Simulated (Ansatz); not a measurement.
A series of calculations on BN2H7O

### Relaxation

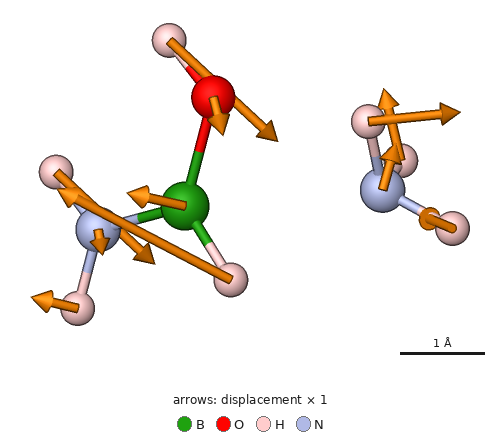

A relaxation of BN2H7O. The starting structure is drawn; orange arrows show the displacements, at their true length. The two geometries are superimposed by the best rigid fit.

The picture is a ball-and-stick view, seen at a tilt.

The run prepares an end point of a later path (reaction) calculation, from a guessed geometry.

Method: RKS B3LYP-D4/def2-mTZVP (Ansatz).

The input:
```yaml
crystal:
  periodic: [false, false, false]
  atoms:
    - { symbol: B, position_ang: [-0.165936, -0.237721, -0.004818] }
    - { symbol: O, position_ang: [-0.165451, -0.513304, 1.366437] }
    - { symbol: H, position_ang: [-1.014523, -0.833056, 1.699016] }
    - { symbol: H, position_ang: [0.872048, 0.070447, -0.490609] }
    - { symbol: "N", position_ang: [-1.2907, -0.447394, -0.821981] }
    - { symbol: H, position_ang: [-2.216142, -0.684362, -0.491361] }
    - { symbol: H, position_ang: [-1.268917, -0.261879, -1.813083] }
    - { symbol: "N", position_ang: [-0.186764, 2.364427, 0.899553] }
    - { symbol: H, position_ang: [-0.945463, 2.991541, 1.155048] }
    - { symbol: H, position_ang: [0.664532, 2.920521, 0.877153] }
    - { symbol: H, position_ang: [-0.080983, 1.67778, 1.666744] }
basis:
  gaussian: { orbitals: def2-mTZVP }
hamiltonian:
  xc: b3lyp
  dispersion: d4
relax:
  f_tol: 0.03
  max_steps: 50
```

Run as
```bash
ansatz run input.yaml --threads 2 --pin off --max-ram 3072MiB --backend cpu --events-out ev --progress --plain --runs-dir out
```

**Atoms of which element are displaced furthest, and by how much?**

Hydrogen: up to 2.44 Å, against 0.79 Å for boron.

**What did the optimiser do to the structure, and how much energy did it gain?**

After 40 accepted moves (45 points after the start) the energy has fallen by 0.406 eV. The largest force component goes from 0.6 to 0.014 eV/Å. The line search rejected the trial steps at points 4, 10, 24, 27, 41 of the run. The forces were under the threshold at step 42, but the run went on from there. The largest move after the best rigid fit is that of H4, 2.44 Å. By element the largest moves are H 2.44 Å, B 0.79 Å, N 0.60 Å, O 0.50 Å. Some distances before and after: B1–O2 1.399 → 1.363 Å, N8–H11 1.035 → 1.017 Å, O2–H3 0.966 → 0.984 Å, B1–H4 1.187 → 1.196 Å. Among the angles between lasting bonds that change: H4–B1–N5 120.0° → 118.0°. Cost: 93 s on 2 threads of Intel(R) Xeon(R) Platinum 8259CL CPU @ 2.50GHz (Skylake/Cascade Lake) (shared host), peak memory 0.2 GiB.

Limits of the set-up: the start holds two separate molecules, 2.2 Å apart at their closest, whose relative position is a soft coordinate.

### Relaxation

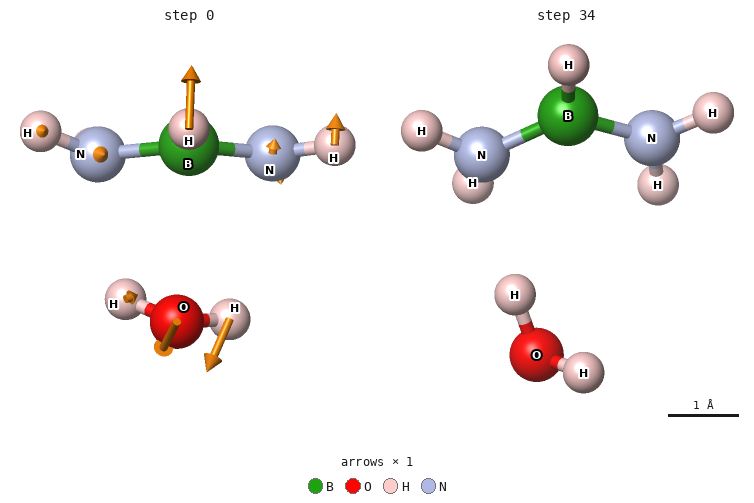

The structure of BN2H7O before (left) and after (right) a relaxation, at one scale. The orange arrows give the displacements, at their true length.

The picture is a ball-and-stick view, seen at a tilt.

The run prepares an end point of a later path (reaction) calculation, from a guessed geometry.

These are results of RKS B3LYP-D4/def2-mTZVP in Ansatz, not measurements. (no spin polarisation; force threshold 0.03 eV/Å; at most 50 steps)

### Describe what moved and what it gained.

The O atom moves most after the best rigid fit: 1.12 Å. By element the largest moves are O 1.12 Å, H 0.96 Å, B 0.43 Å, N 0.28 Å. Near-neighbour distances that change, for instance: B–N 1.492 → 1.427 Å, H–O 0.985 → 0.974 Å, B–H 1.184 → 1.193 Å. The energy falls by 24.8 kJ/mol in 26 accepted moves (34 points after the start). The largest force component goes from 1.8 to 0.0082 eV/Å. The line search rejected the trial steps at points 4, 9, 14, 18, 20, 23, 24, 33 of the run. The forces were under the threshold at step 15, but the run went on from there. Cost: 73 s on 2 threads of Intel(R) Xeon(R) Platinum 8259CL CPU @ 2.50GHz (Skylake/Cascade Lake), with other jobs on the host, peak memory 0.21 GiB.

Limits of the set-up: the start holds two separate molecules, 2.3 Å apart at their closest, whose relative position is a soft coordinate.

### Path

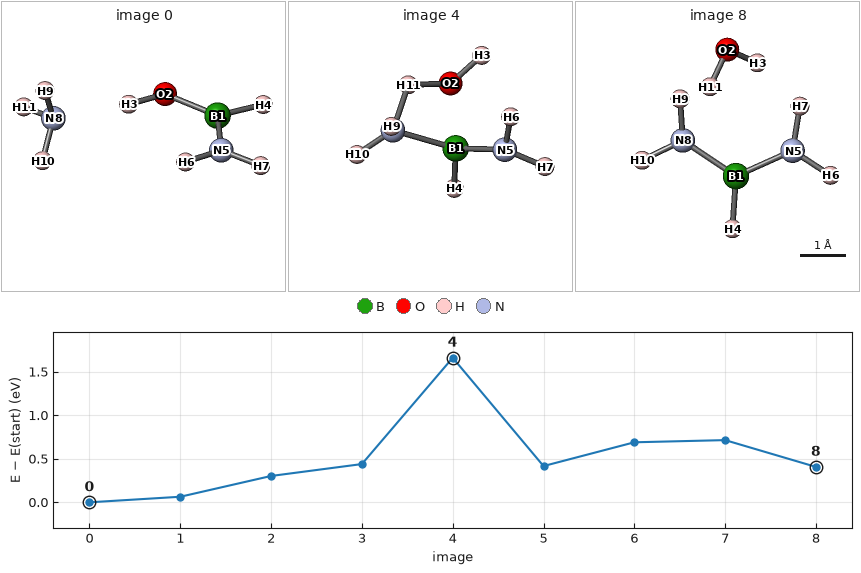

NEB run on BN2H7O. Images are numbered from 0 (start) to 8 (end). The picture is a ball-and-stick view, seen from a free direction.

Method: RKS B3LYP-D4/def2-mTZVP (Ansatz). Set-up: 7 movable images; climbing image; force threshold 0.05 eV/Å; iteration limit 60; starting path through a guess of the saddle point.

**Describe the mechanism and the energy profile.**

The energy climbs by 1.66 eV to image 4 and then falls by 1.25 eV, so the end point sits at +0.41 eV. The profile has 2 maxima (images 4, 7) with a dip at image 5 (+0.42 eV), so the process runs in steps. The path has more than one stage, and so few images may leave a stage unresolved. Breaking: B1–O2 (1.36 → 1.71 at the top → 3.50 Å), N8–H11 (1.02 → 1.31 at the top → 2.11 Å). Forming: B1–N8 (3.74 → 1.58 at the top → 1.43 Å), O2–H11 (3.21 → 1.22 at the top → 0.97 Å). The band converged in 37 iterations. The largest component of the band force went from 130 to 0.043 eV/Å. The climbing image converged on the top of the path. Its vibrational analysis gives one imaginary mode (1440i cm⁻¹), as a transition state must have.

Cost: 8.2 min on 2 threads of Intel(R) Xeon(R) Platinum 8259CL CPU @ 2.50GHz (Skylake/Cascade Lake), on a shared host, peak memory 0.22 GiB.
